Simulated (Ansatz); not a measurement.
**Geometry relaxation, with input and output: GeH4O**

GeH4O, computed with RKS CAM-B3LYP/def2-SVP (Ansatz 0.2.0).

It belongs to a series of runs on one base structure; here: start relaxed.

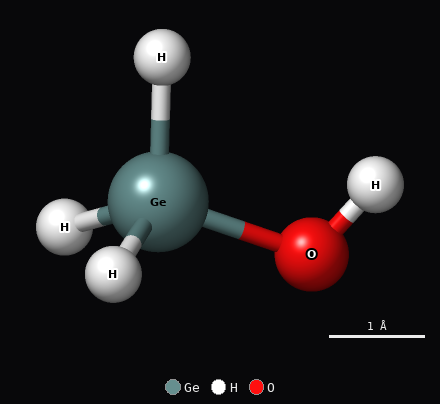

The starting structure (ball-and-stick view, seen at a tilt). Sticks mark near contacts.

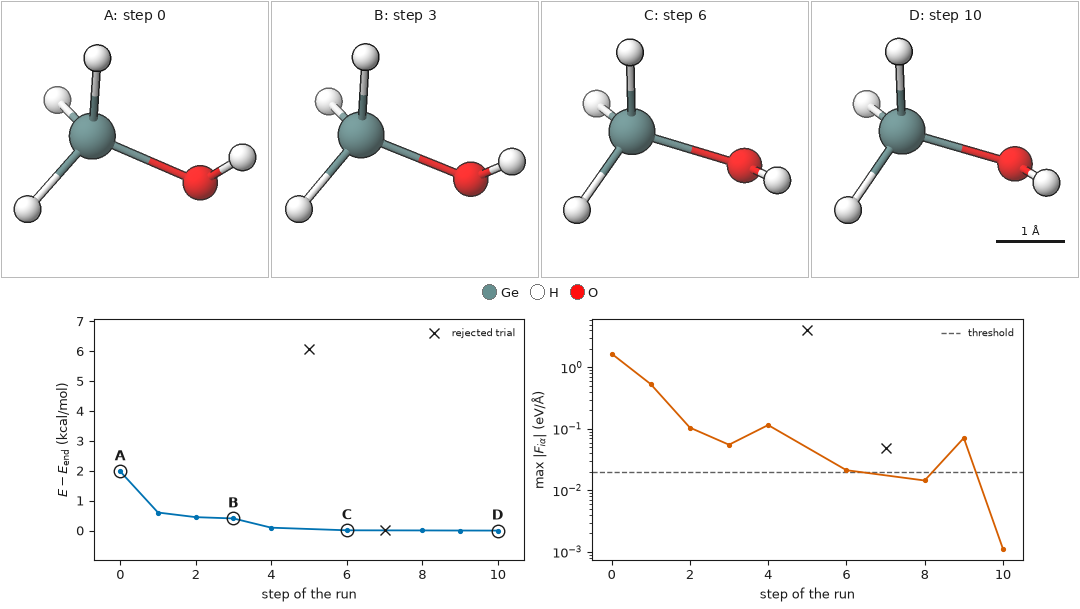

Frames of the relaxation (ball-and-stick view, seen at a tilt) above the curves, on which the letters mark them (the first geometry is step 0 here and step 1 in the log).

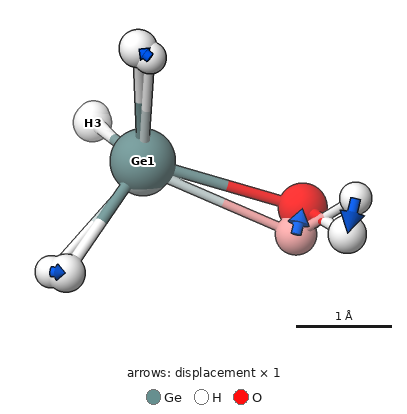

Start (faint) and end (solid) with the displacements as blue arrows, at true length (ball-and-stick view, seen at a tilt). The two geometries are laid on each other by the best rigid fit. H6 moves most after the best rigid fit: 0.39 Å. Largest moves by element: H 0.39 Å, O 0.30 Å, Ge 0.08 Å. Among the contacts that change: O5–H6 1.010 → 0.964 Å, Ge1–H3 1.550 → 1.529 Å, Ge1–H2 1.550 → 1.540 Å, Ge1–O5 1.769 → 1.778 Å. Among the angles that change: H3–Ge1–O5 109.5° → 104.5°, Ge1–O5–H6 109.5° → 113.7°. After 10 geometry steps the energy has fallen by 1.98 kcal/mol. The largest force component goes from 1.7 to 0.0011 eV/Å. The line search rejected the trial steps at points 5, 7 (counted from 0) and went back. (Atoms are counted from 1 in the order of the input.)

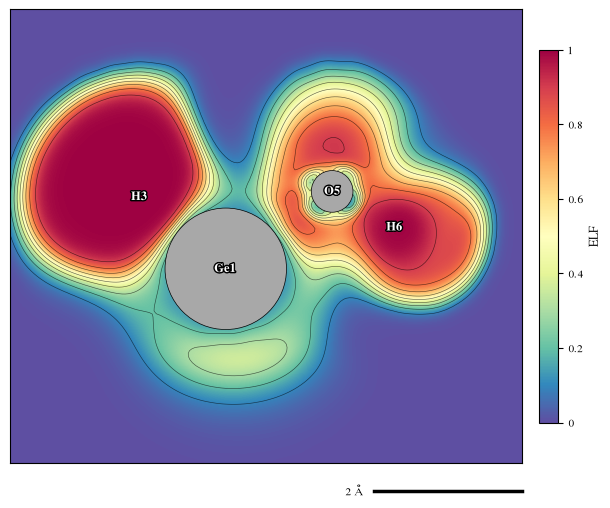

ELF on the plane of atoms Ge1, O5 and H6. Grey discs, where drawn, cover atomic cores. The section cuts through Ge, H and O sites. Ge–O (1.78 Å): the ELF peaks at about 0.85 in the valence shell of O, 0.6 Å from its nucleus, and is about 0.35 at the midpoint. Ge–H (1.53 Å): the ELF climbs to about 1 towards the hydrogen.

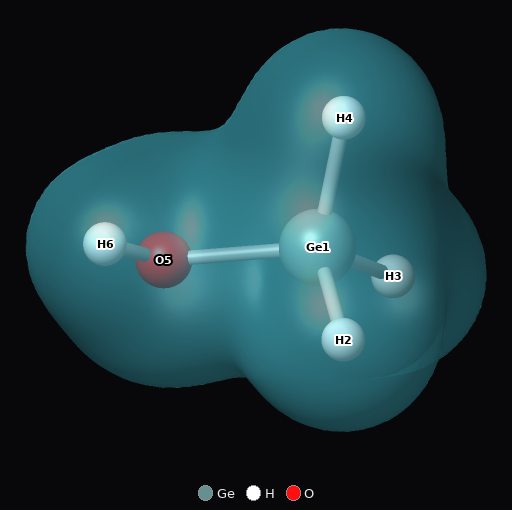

Isosurface of the electron density at 0.05 e/Å³ (cyan), seen from the side. At this value the surface is in one piece. On the grid the lowest density along these lines, outside the cores, is 0.93 e/Å³ (Ge–O, 1.78 Å), 2.3 e/Å³ (O–H, 0.96 Å) and 0.92 e/Å³ (Ge–H, 1.53 Å).

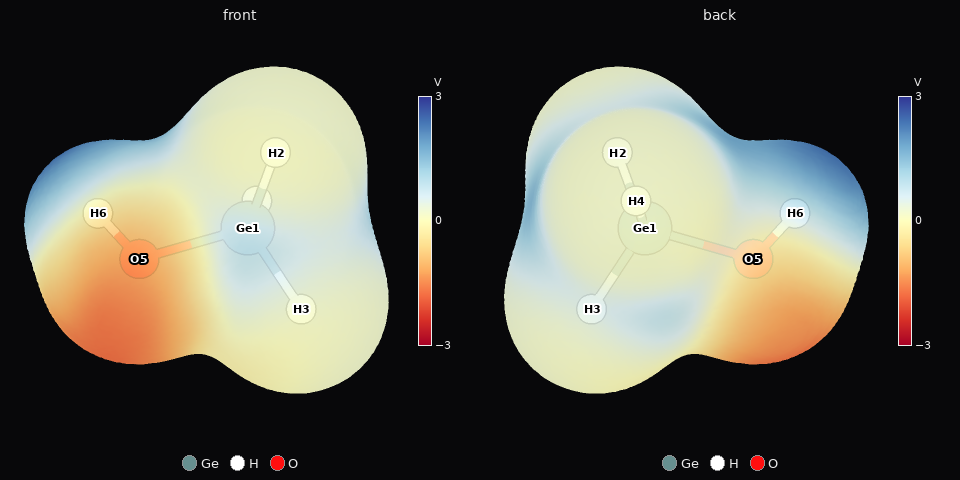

The molecular electrostatic potential painted on the density surface at 0.002 e/bohr³, seen at a tilt and from behind; red is negative and blue positive.

The input and output of the run follow.

The input:
```yaml
crystal:
  periodic: [false, false, false]
  atoms:
    - { symbol: Ge, position_ang: [0.0, 0.0, 0.0] }
    - { symbol: H, position_ang: [0.0, 0.0, 1.55] }
    - { symbol: H, position_ang: [1.4616, 0.0, -0.5162] }
    - { symbol: H, position_ang: [-0.73, 1.2648, -0.5162] }
    - { symbol: O, position_ang: [-0.8337, -1.4443, -0.5894] }
    - { symbol: H, position_ang: [-1.2883, -1.91, 0.183] }
basis:
  gaussian: { orbitals: def2-SVP }
hamiltonian:
  xc: cam_b3lyp
relax:
  f_tol: 0.02
  max_steps: 40
output:
  orbitals: {}
```

Launch command:
```bash
ansatz run input.yaml --threads 2 --pin off --max-ram 3072MiB --backend cpu --events-out ev --progress --plain --runs-dir out
```

The program's output:
```
The last accepted step is kept in [file] (removed where the run ends without a failure and the disk answers)
Engine: ansatz 0.2.0, aarch64-unknown-linux-gnu
Functional definition: CAM-B3LYP
  parameter alpha = 0.19
  parameter beta = 0.46
  parameter omega = 0.33/bohr
  parameter ac = 0.81
  exchange = (1 - alpha - beta)*b88_x + beta*b88_x_sr(omega) + alpha*exact_x + beta*exact_x_lr(omega)
  correlation = (1 - ac)*vwn5_c + ac*lyp_c
701 factors; integrals over basis functions are off by at most 3.4e-4 eV
197 factors; integrals over basis functions are off by at most 1.3e-6 eV
mean field evaluation 1: about -58620.5420 eV, gradient 4.7e1 eV
mean field evaluation 2: about -58615.9976 eV, gradient 6.9e1 eV
mean field evaluation 4: about -58624.2415 eV, gradient 1.5e0 eV
mean field evaluation 8: about -58624.2445 eV, gradient 4.8e-3 eV
mean field -58624.24449518 eV, -2154.4012482577 hartree, gradient 3.4e-5 eV, S^2 0.000000; 0 other end points of the search recorded, 0 dependent functions left out
the calculation of the forces begins
reference -58624.24459968 eV, -2154.4012520980 hartree; 22, 22 occupied and 44, 44 virtual orbitals, 701 factors
relax step   1: F+E_penalty+E_count = -58624.24449518 eV  Δ(F+E_penalty+E_count) = +0.000e0 eV  max|allowed force component| = 1.677e0 eV/Å  Δτ_max = 0.0000 Å  (22 SCF iters, accepted)
these checks for a lower state are left out or cut short: starts, cluster_reference, orbital_swaps, neighbouring_geometries, increment
701 factors; integrals over basis functions are off by at most 3.3e-4 eV
197 factors; integrals over basis functions are off by at most 1.3e-6 eV
mean field evaluation 16: about -58624.3042 eV, gradient 2.4e-2 eV
mean field -58624.30416138 eV, -2154.4034409503 hartree, gradient 1.8e-5 eV, S^2 0.000000; 0 other end points of the search recorded, 0 dependent functions left out
[... from here on the field's lines of each further geometry are left out, up to the last ...]
relax step   2: F+E_penalty+E_count = -58624.30416138 eV  Δ(F+E_penalty+E_count) = -5.967e-2 eV  max|allowed force component| = 5.356e-1 eV/Å  Δτ_max = 0.0297 Å  (24 SCF iters, accepted)
relax step   3: F+E_penalty+E_count = -58624.31087986 eV  Δ(F+E_penalty+E_count) = -6.718e-3 eV  max|allowed force component| = 1.051e-1 eV/Å  Δτ_max = 0.0234 Å  (25 SCF iters, accepted)
relax step   4: F+E_penalty+E_count = -58624.31277475 eV  Δ(F+E_penalty+E_count) = -1.895e-3 eV  max|allowed force component| = 5.533e-2 eV/Å  Δτ_max = 0.0228 Å  (24 SCF iters, accepted)
relax step   5: F+E_penalty+E_count = -58624.32616061 eV  Δ(F+E_penalty+E_count) = -1.339e-2 eV  max|allowed force component| = 1.156e-1 eV/Å  Δτ_max = 0.2000 Å  (28 SCF iters, accepted)
relax step   6: F+E_penalty+E_count = -58624.06628974 eV  Δ(F+E_penalty+E_count) = +2.599e-1 eV  max|allowed force component| = 4.021e0 eV/Å  Δτ_max = 0.1985 Å  (30 SCF iters, rejected (line search))
relax step   7: F+E_penalty+E_count = -58624.32995857 eV  Δ(F+E_penalty+E_count) = -3.798e-3 eV  max|allowed force component| = 2.132e-2 eV/Å  Δτ_max = 0.0904 Å  (28 SCF iters, accepted)
relax step   8: F+E_penalty+E_count = -58624.32991304 eV  Δ(F+E_penalty+E_count) = +4.553e-5 eV  max|allowed force component| = 4.962e-2 eV/Å  Δτ_max = 0.0185 Å  (25 SCF iters, rejected (line search))
relax step   9: F+E_penalty+E_count = -58624.33014503 eV  Δ(F+E_penalty+E_count) = -1.865e-4 eV  max|allowed force component| = 1.448e-2 eV/Å  Δτ_max = 0.0090 Å  (24 SCF iters, accepted)
relax step  10: F+E_penalty+E_count = -58624.33028320 eV  Δ(F+E_penalty+E_count) = -1.382e-4 eV  max|allowed force component| = 7.128e-2 eV/Å  Δτ_max = 0.0236 Å  (23 SCF iters, accepted)
the calculation of the forces begins
reference -58624.33047931 eV, -2154.4044081161 hartree; 22, 22 occupied and 44, 44 virtual orbitals, 701 factors
relax step  11: F+E_penalty+E_count = -58624.33037611 eV  Δ(F+E_penalty+E_count) = -9.291e-5 eV  max|allowed force component| = 1.121e-3 eV/Å  Δτ_max = 0.0058 Å  (24 SCF iters, accepted)
701 factors; integrals over basis functions are off by at most 3.3e-4 eV
197 factors; integrals over basis functions are off by at most 1.4e-6 eV
mean field -58624.33037611 eV, -2154.4044043237 hartree, gradient 2.1e-5 eV, S^2 0.000000; 1 other end points of the search recorded, 0 dependent functions left out
the calculation of the forces begins
reference -58624.33047931 eV, -2154.4044081161 hartree; 22, 22 occupied and 44, 44 virtual orbitals, 701 factors
Total energy: -58624.33047931 eV, -2154.4044081161 hartree
Atom 0 at     0.039546    -0.008550     0.062369 Å, force     0.000137    -0.000964    -0.000188 eV/Å
Atom 1 at     0.121145     0.095551     1.596686 Å, force     0.000329     0.000433    -0.000200 eV/Å
Atom 2 at     1.434020     0.020265    -0.564444 Å, force    -0.000580    -0.000009     0.000251 eV/Å
Atom 3 at    -0.835397     1.134717    -0.484443 Å, force    -0.000012    -0.000381     0.000196 eV/Å
Atom 4 at    -0.630067    -1.585030    -0.416499 Å, force     0.000808     0.001121     0.000374 eV/Å
Atom 5 at    -1.519647    -1.746453    -0.082469 Å, force    -0.000683    -0.000200    -0.000432 eV/Å
Dipole moment:    -0.191579     0.172941     0.176255 e Å
```

Trajectory as extended XYZ (Å, eV, eV/Å), 11 frames, from step=1 to step=11:
```
6
Properties=species:S:1:pos:R:3:forces:R:3 step=1 energy=-58624.24449
Ge    0.0000    0.0000    0.0000    0.3778   0.6432   0.1227
H     0.0000    0.0000    1.5500   -0.0208  -0.0339  -0.1438
H     1.4616    0.0000   -0.5162   -0.2747  -0.0800   0.0386
H    -0.7300    1.2648   -0.5162    0.0754  -0.1872   0.0520
O    -0.8337   -1.4443   -0.5894   -1.0318  -1.1968   1.6075
H    -1.2883   -1.9100    0.1830    0.8740   0.8548  -1.6770
6
Properties=species:S:1:pos:R:3:forces:R:3 step=2 energy=-58624.30416
Ge    0.0030    0.0153    0.0121    0.1390   0.1404   0.0020
H     0.0006    0.0041    1.5542    0.0033   0.0197  -0.0267
H     1.4415   -0.0196   -0.5259   -0.0513   0.0089   0.0135
H    -0.7341    1.2581   -0.5146    0.0083  -0.0286   0.0205
O    -0.8151   -1.4499   -0.5713   -0.3443  -0.3548   0.5263
H    -1.2864   -1.8974    0.1568    0.2450   0.2143  -0.5356
6
Properties=species:S:1:pos:R:3:forces:R:3 step=3 energy=-58624.31088
Ge    0.0085    0.0138    0.0153   -0.0185   0.0002  -0.0090
H     0.0084    0.0193    1.5554    0.0123  -0.0086   0.0069
H     1.4413   -0.0153   -0.5275   -0.0037  -0.0160  -0.0116
H    -0.7357    1.2508   -0.5081   -0.0108   0.0037  -0.0135
O    -0.8120   -1.4588   -0.5625    0.1051   0.0947  -0.0046
H    -1.3010   -1.8993    0.1386   -0.0844  -0.0740   0.0318
6
Properties=species:S:1:pos:R:3:forces:R:3 step=4 energy=-58624.31277
Ge    0.0094    0.0163    0.0199   -0.0051  -0.0440  -0.0239
H     0.0181    0.0211    1.5602    0.0007   0.0080   0.0005
H     1.4390   -0.0144   -0.5299    0.0003   0.0030  -0.0087
H    -0.7423    1.2466   -0.5102   -0.0090   0.0034   0.0077
O    -0.7944   -1.4658   -0.5565    0.0553   0.0480   0.0378
H    -1.3201   -1.8933    0.1277   -0.0423  -0.0184  -0.0134
6
Properties=species:S:1:pos:R:3:forces:R:3 step=5 energy=-58624.32616
Ge    0.0257   -0.0009    0.0439    0.0846   0.1156   0.0236
H     0.0795    0.0641    1.5825   -0.0065  -0.0189  -0.0072
H     1.4334    0.0067   -0.5539    0.0080   0.0116  -0.0054
H    -0.7965    1.1868   -0.4886   -0.0164  -0.0183  -0.0007
O    -0.6751   -1.5426   -0.4862   -0.0753  -0.0991   0.0327
H    -1.4575   -1.8035    0.0135    0.0056   0.0092  -0.0431
6
Properties=species:S:1:pos:R:3:forces:R:3 step=6 energy=-58624.06629 accepted=F
Ge    0.0448   -0.0143    0.0683    0.1280   0.1133   0.0266
H     0.1411    0.1074    1.6037   -0.0164  -0.0306  -0.0530
H     1.4276    0.0289   -0.5771    0.0832   0.0652   0.0062
H    -0.8487    1.1258   -0.4685   -0.0016  -0.1076  -0.0021
O    -0.5637   -1.6185   -0.4093   -4.0209  -0.3143   1.1739
H    -1.5914   -1.7187   -0.1060    3.8276   0.2740  -1.1515
6
Properties=species:S:1:pos:R:3:forces:R:3 step=7 energy=-58624.32996
Ge    0.0379   -0.0051    0.0559   -0.0204  -0.0213   0.0017
H     0.1075    0.0820    1.5918    0.0077   0.0084   0.0026
H     1.4368    0.0200   -0.5618   -0.0079  -0.0042  -0.0001
H    -0.8245    1.1495   -0.4867    0.0016  -0.0005   0.0015
O    -0.6425   -1.5734   -0.4368    0.0037   0.0023   0.0055
H    -1.5057   -1.7625   -0.0511    0.0152   0.0154  -0.0112
6
Properties=species:S:1:pos:R:3:forces:R:3 step=8 energy=-58624.32991 accepted=F
Ge    0.0364   -0.0083    0.0590    0.0496   0.0091  -0.0223
H     0.1107    0.0884    1.5938   -0.0024  -0.0014   0.0061
H     1.4339    0.0188   -0.5616   -0.0002   0.0067   0.0041
H    -0.8301    1.1409   -0.4879   -0.0091  -0.0009   0.0009
O    -0.6333   -1.5816   -0.4305   -0.0040   0.0270   0.0220
H    -1.5079   -1.7476   -0.0617   -0.0338  -0.0405  -0.0108
6
Properties=species:S:1:pos:R:3:forces:R:3 step=9 energy=-58624.33014
Ge    0.0374   -0.0063    0.0576    0.0004  -0.0114  -0.0048
H     0.1108    0.0863    1.5930    0.0021   0.0023   0.0029
H     1.4354    0.0197   -0.5620   -0.0046  -0.0020   0.0000
H    -0.8267    1.1463   -0.4863   -0.0031  -0.0032   0.0007
O    -0.6387   -1.5772   -0.4327   -0.0084   0.0089   0.0145
H    -1.5086   -1.7582   -0.0584    0.0137   0.0054  -0.0132
6
Properties=species:S:1:pos:R:3:forces:R:3 step=10 energy=-58624.33028
Ge    0.0395   -0.0081    0.0614    0.0004  -0.0113  -0.0077
H     0.1182    0.0937    1.5960    0.0026   0.0005  -0.0001
H     1.4347    0.0199   -0.5642   -0.0029   0.0030   0.0030
H    -0.8345    1.1362   -0.4848    0.0017  -0.0012  -0.0001
O    -0.6304   -1.5843   -0.4203   -0.0713   0.0025   0.0372
H    -1.5179   -1.7470   -0.0770    0.0695   0.0064  -0.0323
6
Properties=species:S:1:pos:R:3:forces:R:3 step=11 energy=-58624.33038
Ge    0.0395   -0.0086    0.0624    0.0001  -0.0010  -0.0002
H     0.1211    0.0956    1.5967    0.0003   0.0004  -0.0002
H     1.4340    0.0203   -0.5644   -0.0006   0.0000   0.0003
H    -0.8354    1.1347   -0.4844    0.0000  -0.0004   0.0002
O    -0.6301   -1.5850   -0.4165    0.0008   0.0011   0.0004
H    -1.5196   -1.7465   -0.0825   -0.0007  -0.0002  -0.0004
```

Results in brief:

```json
{"quantity": "outcome", "value": "converged"}
{"quantity": "total energy", "value": "−58624.3305 eV"}
{"quantity": "mean-field energy", "value": "−58624.3305 eV"}
{"quantity": "largest force (length of the vector) at the end", "value": "0.001 eV/Å"}
{"quantity": "hardware", "value": "2 threads of Arm Neoverse V1, 24 GiB of memory available, shared host"}
{"quantity": "wall time", "value": "13 s (CPU time 24 s)"}
{"quantity": "peak memory", "value": "0.14 GiB"}
```
